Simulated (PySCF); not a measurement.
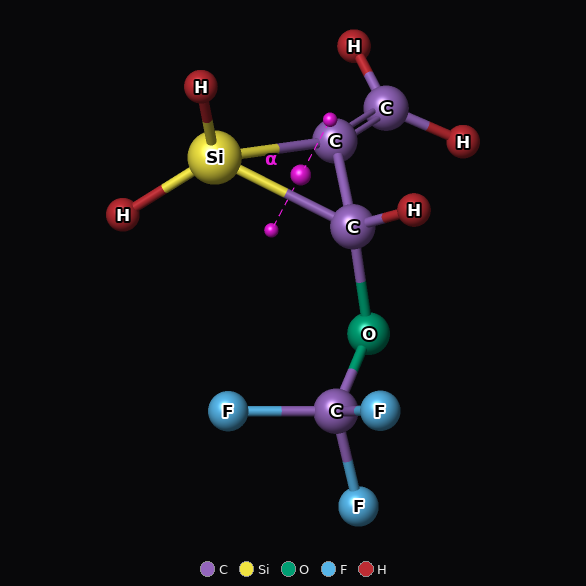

The small points mark where nucleus-independent chemical shifts (NICS) were computed: at the centre of each lettered ring and 1 Å above and below it. The geometry was computed by an optimisation with GFN2-xTB. No frequency run is at hand to confirm it as a minimum. Properties computed with GIAO PBE0/pcSseg-1 NMR shielding, non-relativistic, gas phase (PySCF 2.14.0).

Give NICS(0), NICS(1) and the out-of-plane component NICS(1)zz for each ring (means of the two sides).

| ring | members | NICS(0) | NICS(1) | NICS(1)zz |
| --- | --- | --- | --- | --- |
| α | C2Si | −13.4 | −7.0 | −11.5 |

Values in ppm.

The geometry is semi-empirical. Around Si such bond lengths and angles can be off by a tenth of an ångström or more and by several degrees, and values that hang on the shape move with them.
